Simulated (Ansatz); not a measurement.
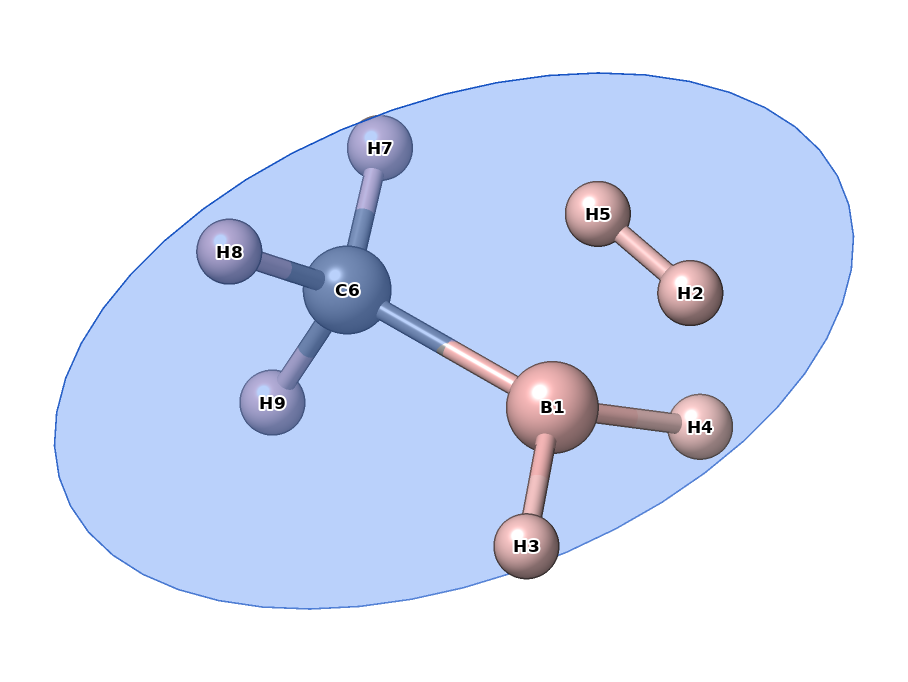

A disc through the centre of mass is drawn in. Atoms fade into the background with distance from the viewer. The computed geometry is a stationary point of PBE0-D4/def2-TZVP, a saddle point of order 1.

**Is the plane of the disc a mirror plane of the structure?**

No. The point group is Cs, with 1 mirror plane, and this plane isn't one of its mirror planes.
